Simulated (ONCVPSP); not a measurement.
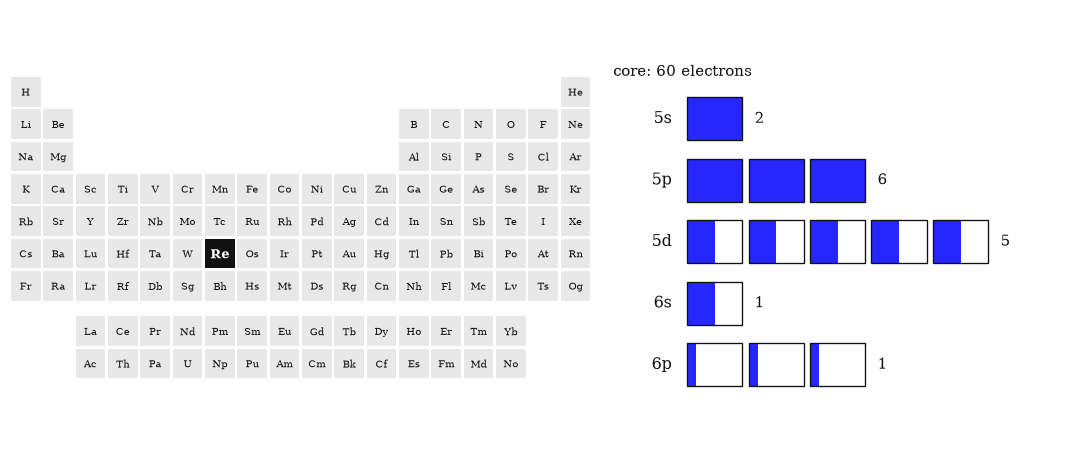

*Left, the place of rhenium in the periodic table; right, the valence shells of the reference configuration: a box for each of the 2l + 1 orbitals, shaded by the share of the shell that is filled, with the electron count at the right.*

Pseudopotential generation, with input and output: Re

Rhenium (Re, Z = 75), core [Kr] 4d10 4f14, reference valence 5s2 5p6 5d5 6s1 6p1, valence charge 15. Computed at this level: ONCV potential, LDA (Perdew-Wang 92), scalar-relativistic, made with ONCVPSP 4.0.1.

## Results in brief

- outcome: generated
- cutoffs needed: 19 Ha and 23 Ha (the cutoffs at which the residual kinetic energy of the hardest occupied pseudo-wave falls to 1 and 0.1 mHa per electron)
- ghost test: no bound ghost flagged; no localised positive-energy state flagged
- configuration tests: 1 of 4 tests not solved
- rms error of d²Exc/dni dnj: 6.09 mHa without and 0.90 mHa with the model core
- largest excitation error among the tests solved: -8.3 meV (all-electron minus pseudo) for 5s2 5p6 5d5 6s0 6p0
- range over which the phases arctan(r R′/R) at the test radius agree within 0.05 rad (a looser test near the poles than one of phase shifts): s: over the whole range computed; p: up to about 4.1 Ha; d: over the whole range computed; f: between about -1.6 and 3.9 Ha
- hardware: 1 CPU thread, shared host
- wall time: 4.7 s

## Notes

Warnings of the program, in the generation or the tests: psatom: WARNING lschvkbb convergence error n,l,iter= 3 1 4.

## Input
```
# ATOM AND REFERENCE CONFIGURATION
# atsym  z   nc   nv     iexc    psfile
  Re 75.00   10    5  -001012      upf
#
#   n    l    f
    1    0    2.00
    2    0    2.00
    2    1    6.00
    3    0    2.00
    3    1    6.00
    3    2   10.00
    4    0    2.00
    4    1    6.00
    4    2   10.00
    4    3   14.00
    5    0    2.00
    5    1    6.00
    5    2    5.00
    6    0    1.00
    6    1    1.00
#
# PSEUDOPOTENTIAL AND OPTIMIZATION
# lmax
    3
#
#   l,   rc,      ep,       ncon, nbas, qcut
    0    1.70    0.00    3    7    7.60
    1    2.35    0.00    4    9    7.40
    2    2.40    0.00    3    8    5.80
    3    2.30    0.26    5    9    4.50
#
# LOCAL POTENTIAL
# lloc, lpopt,  rc(5),   dvloc0
    4    3    1.15    4.00
#
# VANDERBILT-KLEINMAN-BYLANDER PROJECTORs
# l, nproj, debl
    0    2    3.70
    1    2    2.80
    2    2    0.90
    3    2    2.50
#
# MODEL CORE CHARGE
# icmod, fcfact, rcfact
    3    4.50    1.35
#
# LOG DERIVATIVE ANALYSIS
# epsh1, epsh2, depsh
   -5.00    5.00    0.04
#
# OUTPUT GRID
# rlmax, drl
    6.00    0.01
#
# TEST CONFIGURATIONS
# ncnf
    4
# nvcnf
#   n    l    f
    5
    5    0    2.00
    5    1    6.00
    5    2    5.00
    6    0    2.00
    6    1    0.00
#
    5
    5    0    2.00
    5    1    6.00
    5    2    5.00
    6    0    1.00
    6    1    0.00
#
    5
    5    0    2.00
    5    1    6.00
    5    2    5.00
    6    0    0.00
    6    1    0.00
#
    5
    5    0    2.00
    5    1    6.00
    5    2    4.00
    6    0    0.00
    6    1    0.00
#
```

Command:
```bash
oncvpsp.x < Re.dat > Re.out
```

## The program's output (extracts)
```
ONCVPSP  (Optimized Norm-Conservinng Vanderbilt PSeudopotential)
scalar-relativistic version 4.0.1

#   n    l    f        energy (Ha)
    1    0    2.00    -2.6316026E+03
    2    0    2.00    -4.5636466E+02
    2    1    6.00    -3.9840264E+02
    3    0    2.00    -1.0568709E+02
    3    1    6.00    -8.8599695E+01
    3    2   10.00    -6.9201335E+01
    4    0    2.00    -2.2079727E+01
    4    1    6.00    -1.6472975E+01
    4    2   10.00    -9.4396044E+00
    4    3   14.00    -1.6274155E+00
    5    0    2.00    -3.2045313E+00
    5    1    6.00    -1.7971956E+00
    5    2    5.00    -2.6110918E-01
    6    0    1.00    -2.6818628E-01
    6    1    1.00    -8.3520287E-02

Reference configufation results
  iterations    26
  all-electron total energy (Ha)   -1.66824237D+04

Begin loop to  construct optimized pseudo wave functions
and semi-local pseudopoentials for all angular momenta

Calculating optimized projector #   1

 for l=   0

    Fraction of norm inside rc  0.960049
    Optimizing pswf for qcut=   7.60 a_B^-1,  ecut=  28.84 Ha
    Residual kinetic energy error=  1.11D-06 Ha

    Energy error per electron        Cutoff
         Ha          eV             Ha
         0.01000     0.27211       14.78
         0.00100     0.02721       19.44
         0.00010     0.00272       23.04
         0.00001     0.00027       25.86

Calculating optimized projector #   2

 for l=   0

    Fraction of norm inside rc  0.076714
    Optimizing pswf for qcut=   7.60 a_B^-1,  ecut=  28.84 Ha
    Residual kinetic energy error=  9.01D-07 Ha

    Energy error per electron        Cutoff
         Ha          eV             Ha
         0.01000     0.27211       12.00
         0.00100     0.02721       18.23
         0.00010     0.00272       22.54
         0.00001     0.00027       25.70

Calculating optimized projector #   1

 for l=   1

    Fraction of norm inside rc  0.985883
    Optimizing pswf for qcut=   7.40 a_B^-1,  ecut=  27.35 Ha
    Residual kinetic energy error=  7.37D-10 Ha

    Energy error per electron        Cutoff
         Ha          eV             Ha
         0.01000     0.27211       10.39
         0.00100     0.02721       13.59
         0.00010     0.00272       16.49
         0.00001     0.00027       19.07

Calculating optimized projector #   2

 for l=   1

    Fraction of norm inside rc  0.077986
    Optimizing pswf for qcut=   7.40 a_B^-1,  ecut=  27.35 Ha
    Residual kinetic energy error=  5.77D-10 Ha

    Energy error per electron        Cutoff
         Ha          eV             Ha
         0.01000     0.27211        6.77
         0.00100     0.02721       10.03
         0.00010     0.00272       12.79
         0.00001     0.00027       15.17

   Wellstate for l =  2  n =  6
     eigenvalue =   0.6389
     asymptotic potential =   1.1389
     half-point radius =  3.9690

Calculating optimized projector #   1

 for l=   2

    Fraction of norm inside rc  0.779012
    Optimizing pswf for qcut=   5.80 a_B^-1,  ecut=  16.83 Ha
    Residual kinetic energy error=  2.67D-06 Ha

    Energy error per electron        Cutoff
         Ha          eV             Ha
         0.01000     0.27211        9.74
         0.00100     0.02721       12.31
         0.00010     0.00272       14.16
         0.00001     0.00027       16.21

Calculating optimized projector #   2

 for l=   2

    Fraction of norm inside rc  0.198014
    Optimizing pswf for qcut=   5.80 a_B^-1,  ecut=  16.83 Ha
    Residual kinetic energy error=  5.62D-06 Ha

    Energy error per electron        Cutoff
         Ha          eV             Ha
         0.01000     0.27211       10.02
         0.00100     0.02721       12.68
         0.00010     0.00272       14.66
         0.00001     0.00027       16.76

   Wellstate for l =  3  n =  5
     eigenvalue =   0.2600
     asymptotic potential =   0.7600
     half-point radius =  8.9100

   Wellstate for l =  3  n =  7
     eigenvalue =   2.7600
     asymptotic potential =   3.2600
     half-point radius =  4.2434

Calculating optimized projector #   1

 for l=   3

    Fraction of norm inside rc  0.016458
    Optimizing pswf for qcut=   4.51 a_B^-1,  ecut=  10.15 Ha
    Residual kinetic energy error=  6.56D-05 Ha

    Energy error per electron        Cutoff
         Ha          eV             Ha
         0.01000     0.27211        1.77
         0.00100     0.02721        5.23
         0.00010     0.00272        9.38
         0.00001     0.00027       34.48

Calculating optimized projector #   2

 for l=   3

    Fraction of norm inside rc  0.191956
    Optimizing pswf for qcut=   4.51 a_B^-1,  ecut=  10.15 Ha
    Residual kinetic energy error=  4.79D-02 Ha

    Energy error per electron        Cutoff
         Ha          eV             Ha
         0.01000     0.27211       14.04
         0.00100     0.02721       61.67
         0.00010     0.00272       76.21
         0.00001     0.00027       83.19

Construct Vanderbilt / Kleinmman-Bylander projectors

B matrix Hermiticity error, ll=   0
   1   2    4.3867E-04

  Orthonormal projector coefficients  8.0952E+00  1.4458E+00

B matrix Hermiticity error, ll=   1
   1   2    1.3778E-04

  Orthonormal projector coefficients  3.4682E+00  8.0983E-01

B matrix Hermiticity error, ll=   2
   1   2    9.7203E-05

  Orthonormal projector coefficients  2.7309E+00 -6.3729E-01

B matrix Hermiticity error, ll=   3
   1   2   -3.0903E-05

  Orthonormal projector coefficients  1.1080E+01  1.8455E+00

Model core correction analysis
  based on d2Exc/dn_idn_j

d2excae - all-electron derivatives

   -2.587327D-02   -2.294672D-02   -1.143423D-02   -2.068647D-03
   -8.638456D-04
   -2.294673D-02   -2.291340D-02   -1.456528D-02   -3.367028D-03
   -1.119482D-03
   -1.143426D-02   -1.456527D-02   -1.725444D-02   -1.214010D-02
   -5.871585D-03
   -2.068634D-03   -3.366896D-03   -1.213856D-02   -2.216042D-02
   -1.695453D-02
   -8.638570D-04   -1.119472D-03   -5.869895D-03   -1.694896D-02
   -2.384327D-02

d2excps - pseudofunction derivatives with no core correction

   -4.646637D-02   -3.653630D-02   -1.419550D-02   -3.854088D-03
   -1.547677D-03
   -3.653743D-02   -3.252265D-02   -1.705566D-02   -4.466471D-03
   -1.590627D-03
   -1.419583D-02   -1.705577D-02   -1.938484D-02   -1.249097D-02
   -5.974483D-03
   -3.854413D-03   -4.466405D-03   -1.248945D-02   -2.238112D-02
   -1.703290D-02
   -1.547801D-03   -1.590652D-03   -5.972799D-03   -1.702734D-02
   -2.387581D-02

rms 2nd derivative error    6.094242E-03

rmatch, rhocmatch    0.9177   11.1409

Teter function model core charge with specified parameters

d2excps - pseudofunction derivatives with core correction

   -2.883826D-02   -2.496439D-02   -1.154344D-02   -2.448637D-03
   -9.855793D-04
   -2.496442D-02   -2.405851D-02   -1.473628D-02   -3.634583D-03
   -1.209383D-03
   -1.154344D-02   -1.473621D-02   -1.842540D-02   -1.234691D-02
   -5.893360D-03
   -2.448629D-03   -3.634451D-03   -1.234539D-02   -2.224975D-02
   -1.698706D-02
   -9.855920D-04   -1.209374D-03   -5.891675D-03   -1.698150D-02
   -2.385637D-02

rms 2nd derivative error    9.005000E-04

Pseudoatom total energy  -80.056309

Diagnostic tests using Vanderbilt-Kleinman-Bylander pseudopotentials
  1 or more projectors used as specified by nproj input data

   l    rcore       rmatch      e in        delta e   norm test  slope test

   0   1.7096397   1.7615481  -3.2045313   0.0000074   1.0002340   1.0002215
   0   1.7096397   1.7615481  -0.2681863   0.0000066   1.0000528   1.0000310

   1   2.3615414   2.4332429  -1.7971956   0.0000014   1.0001730   1.0001633
   1   2.3615414   2.4332429  -0.0835203   0.0000011   1.0000197   1.0000147

   2   2.4043047   2.4773046  -0.2611092  -0.0000160   1.0000611   1.0000275
   2   2.4043047   2.4773046   0.6388908   0.0000051   1.0001798   1.0001798

   3   2.3057044   2.3757106   0.2600000   0.0000084   1.0000580   1.0000580
   3   2.3057044   2.3757106   2.7600000   0.0000110   1.0001131   1.0001131

 Testing for bound ghosts
   n   l    E NL Schr. Eq   E Basis Diag.   E Cutoff

   1   0       -3.204524       -3.204514     65.27
   2   0       -0.268180       -0.230853     65.27

   2   1       -1.797194       -1.797182     71.43
   3   1       -0.083519       -0.058170     71.43

   3   2       -0.261125       -0.260824     59.68

 Testing for highly-localized positive-energy ghosts
       l    <radius>/rc     E Basis Diag.   E Cutoff

Test configuration 0

   n   l     f        eae           eps        diff
   1   0  2.0000-2631.60264243
   2   0  2.0000 -456.36466435
   2   1  6.0000 -398.40264383
   3   0  2.0000 -105.68708776
   3   1  6.0000  -88.59969461
   3   2 10.0000  -69.20133495
   4   0  2.0000  -22.07972650
   4   1  6.0000  -16.47297504
   4   2 10.0000   -9.43960440
   4   3 14.0000   -1.62741554
   5   0  2.0000   -3.20453130   -3.20452390    7.39D-06
   5   1  6.0000   -1.79719561   -1.79719417    1.44D-06
   5   2  5.0000   -0.26110918   -0.26112516   -1.60D-05
   6   0  1.0000   -0.26818628   -0.26817966    6.62D-06
   6   1  1.0000   -0.08352029   -0.08351920    1.09D-06

    Total energies and differences
      AE_ref= -1.66824237D+04  AE_tst= -1.66824237D+04  dif=  0.00D+00
      PS_ref= -8.00563086D+01  PS_tst= -8.00563086D+01  dif= -8.38D-13
      PSP excitation error=  8.38D-13

Test configuration 1

   n   l     f        eae           eps        diff
   1   0  2.0000-2631.53986950
   2   0  2.0000 -456.30290666
   2   1  6.0000 -398.34090287
   3   0  2.0000 -105.62502187
   3   1  6.0000  -88.53763731
   3   2 10.0000  -69.13936843
   4   0  2.0000  -22.01752070
   4   1  6.0000  -16.41078322
   4   2 10.0000   -9.37746428
   4   3 14.0000   -1.56529910
   5   0  2.0000   -3.14236727   -3.14137148    9.96D-04
   5   1  6.0000   -1.73499862   -1.73456853    4.30D-04
   5   2  5.0000   -0.20471244   -0.20473106   -1.86D-05
   6   0  2.0000   -0.22617256   -0.22614949    2.31D-05

    Total energies and differences
      AE_ref= -1.66824237D+04  AE_tst= -1.66826024D+04  dif= -1.79D-01
      PS_ref= -8.00563086D+01  PS_tst= -8.02350818D+01  dif= -1.79D-01
      PSP excitation error=  2.60D-05

Test configuration 2

   n   l     f        eae           eps        diff
   1   0  2.0000-2631.82983985
   2   0  2.0000 -456.59081966
   2   1  6.0000 -398.62888539
   3   0  2.0000 -105.91323188
   3   1  6.0000  -88.82584800
   3   2 10.0000  -69.42741595
   4   0  2.0000  -22.30585992
   4   1  6.0000  -16.69910174
   4   2 10.0000   -9.66569605
   4   3 14.0000   -1.85350065
   5   0  2.0000   -3.43071725   -3.43138553   -6.68D-04
   5   1  6.0000   -2.02387899   -2.02424562   -3.67D-04
   5   2  5.0000   -0.48535890   -0.48544664   -8.77D-05
   6   0  1.0000   -0.47751631   -0.47750510    1.12D-05

    Total energies and differences
      AE_ref= -1.66824237D+04  AE_tst= -1.66822530D+04  dif=  1.71D-01
      PS_ref= -8.00563086D+01  PS_tst= -7.98855722D+01  dif=  1.71D-01
      PSP excitation error= -6.99D-05

Test configuration 3

   n   l     f        eae           eps        diff
   1   0  2.0000-2632.16025490
   2   0  2.0000 -456.91843432
   2   1  6.0000 -398.95660407
   3   0  2.0000 -106.24090346
   3   1  6.0000  -89.15352223
   3   2 10.0000  -69.75492045
   4   0  2.0000  -22.63359971
   4   1  6.0000  -17.02681181
   4   2 10.0000   -9.99328217
   4   3 14.0000   -2.18090058
   5   0  2.0000   -3.75745184   -3.76064111   -3.19D-03
   5   1  6.0000   -2.35028349   -2.35199177   -1.71D-03
   5   2  5.0000   -0.79843369   -0.79866678   -2.33D-04

    Total energies and differences
      AE_ref= -1.66824237D+04  AE_tst= -1.66816403D+04  dif=  7.83D-01
      PS_ref= -8.00563086D+01  PS_tst= -7.92726688D+01  dif=  7.84D-01
      PSP excitation error= -3.06D-04

Test configuration 4

psatom: WARNING lschvkbb convergence error n,l,iter=   3   1   4
ea(ii),et,emin,emax -9.023590E-02 -9.925949E-02 -9.925949E-02 -9.925949E-02
run_config: WARNING for fully non-local PS atom, stg. 1
 WARNING no output for configuration 5
```

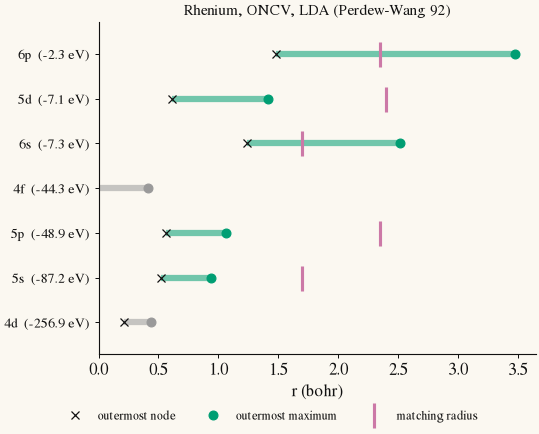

*Outer shells of the all-electron reference atom: each bar runs from the outermost node (or the nucleus) to the outermost maximum of u(r); the tick is the radius chosen for the pseudo-wave. Shells without a tick have no pseudo-wave of their own. Levels, nodes and maxima are from ld1.x, scalar-relativistic.*

- Radii against the shells: 5s: 1.70 bohr, outside the maximum; 5p: 2.35 bohr, outside the maximum; 6s: 1.70 bohr, between node and maximum; 5d: 2.40 bohr, outside the maximum; 6p: 2.35 bohr, between node and maximum.

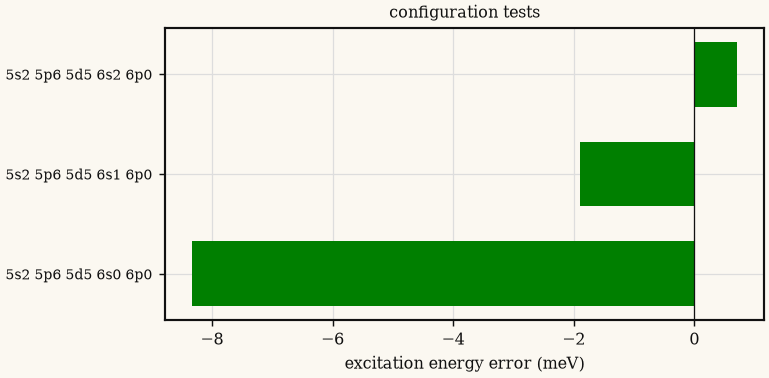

*Errors, all-electron minus pseudo, of the energies of valence configurations relative to the unpolarised reference 5s2 5p6 5d5 6s1 6p1. Not all tests gave a result: 1 of 4 tests not solved.*

- Worst configuration: 5s2 5p6 5d5 6s0 6p0 (charge +2): the error is -8.3 meV on an all-electron energy of +21.32 eV relative to the reference, or 0.039 %.
- Configurations within 10 meV and within 50 meV: 3 and 3 of 3.
- Errors in meV: 5s2 5p6 5d5 6s2 6p0: +0.7; 5s2 5p6 5d5 6s1 6p0: -1.9; 5s2 5p6 5d5 6s0 6p0: -8.3.

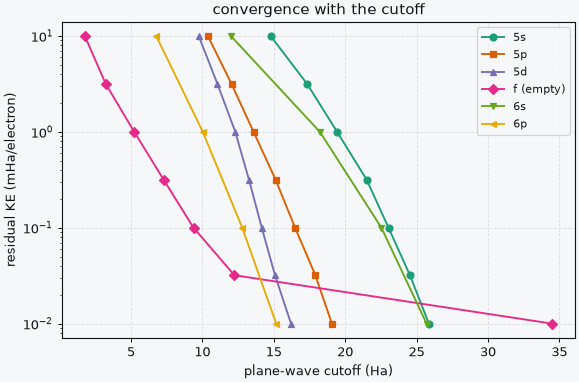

*Residual kinetic energy of the pseudo-waves (the first of each channel, and further valence shells) beyond the plane-wave cutoff, as the generator prints it.*

- Cutoffs for 1 mHa per electron: 5s: 19 Ha; 6s: 18 Ha; 5p: 14 Ha; 5d: 12 Ha; 6p: 10 Ha; f (empty): 5.2 Ha.
- Cutoffs for the occupied states: 19 Ha for 1 mHa and 23 Ha for 0.1 mHa per electron. The first is set by 5s.

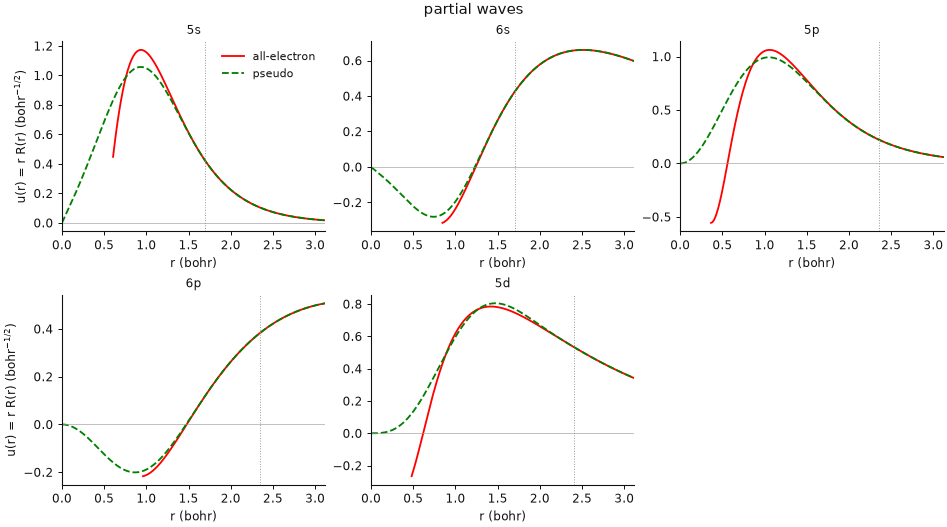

*Partial waves u(r) = r R(r), all-electron (solid) and pseudo (dashed). Dotted lines mark the matching radii. The innermost oscillations of some all-electron curves aren't drawn.*

Pseudo-waves: 5s has no node; 6s has a node at about 1.2 bohr; 5p has no node; 6p has a node at about 1.5 bohr; 5d has no node. A node in 6s and 6p is expected, since a lower shell of the same l is also in the valence and the two must stay orthogonal.
